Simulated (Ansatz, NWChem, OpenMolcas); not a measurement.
**Errors in the atomisation enthalpy at 298 K**

6 molecules; the atomisation enthalpy at 298 K in kJ/mol, computed less measured. Shapes, held fixed at every level: PBE0-D4/def2-TZVP. Thermal terms are harmonic and unscaled (PBE0-D4/def2-TZVP); the spin-orbit lowering of the free atoms is taken from their spectra. Programs: Ansatz 0.2.0, NWChem 7.3.0, OpenMolcas 26.06. Measured values: Active Thermochemical Tables, NIST-JANAF tables.

Levels: A = M06-L/cc-pVTZ; B = B3LYP/cc-pVTZ; C = CCSDTQ/STO-3G; D = CCSD(T)/cc-pVTZ; E = CCSD(T)/def2-TZVPP.

```json
{"molecule": "HBr (SMILES Br)", "from tabulated heats": "366", "A": "-16", "B": "-8", "C": "-12", "D": "-6", "E": "-6"}
{"molecule": "CS2 (carbon disulfide)", "from tabulated heats": "1154", "A": "+51", "B": "-24", "C": "-56", "D": "-67", "E": "-50"}
{"molecule": "C2HO (ethynyloxy radical)", "from tabulated heats": "1723", "A": "+53", "B": "+13", "C": "-245", "D": "-66", "E": "-64"}
{"molecule": "C2H2O (ethynol)", "from tabulated heats": "2026", "A": "0", "B": "-14", "C": "-205", "D": "-75", "E": "-72"}
{"molecule": "CH3Br (bromomethane)", "from tabulated heats": "1519", "A": "-20", "B": "-14", "C": "+82", "D": "-37", "E": "-35"}
{"molecule": "CH3N (methanimine)", "from tabulated heats": "1755", "A": "-16", "B": "+6", "C": "-165", "D": "-60", "E": "-56"}
```

Task: Which level does best on this set, which worst, and which err to one side?

Result: 
```
             level                   kind  mean error  mean absolute error  worst case
     M06-L/cc-pVTZ               meta-GGA        +8.7                 26.0        C2HO
     B3LYP/cc-pVTZ          global hybrid        -6.8                 13.2         CS2
     CCSDTQ/STO-3G  coupled cluster or CI      -100.2                127.5        C2HO
   CCSD(T)/cc-pVTZ  coupled cluster or CI       -51.8                 51.8       C2H2O
CCSD(T)/def2-TZVPP  coupled cluster or CI       -47.2                 47.2       C2H2O
```

On this set B3LYP/cc-pVTZ has the smallest mean absolute error and CCSDTQ/STO-3G the largest. B3LYP/cc-pVTZ is too low in 4 of 6; CCSDTQ/STO-3G is too low in 5 of 6; CCSD(T)/cc-pVTZ is too low in 6 of 6; CCSD(T)/def2-TZVPP is too low in 6 of 6. Heats of the atoms come from ATcT where it has them. The levels differ in basis as well as in method. For CCSDTQ/STO-3G and CCSD(T)/def2-TZVPP the error tends to grow with the atomisation enthalpy. Correlated wave functions converge slowly with the basis. T1 is large for C2HO (0.061), so single-reference values are less sure there. Spin contamination: C2HO (⟨S²⟩ up to 1.18). Open shells run unrestricted. Relativity is left out for Br. Outer-core shells of Br are correlated, in sets that cover them unevenly. The set is small.

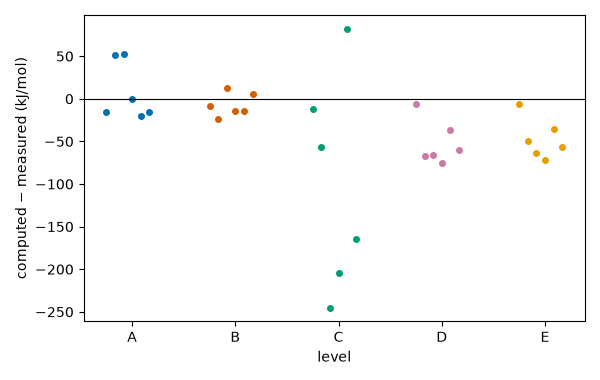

Errors of each level, one point a molecule.
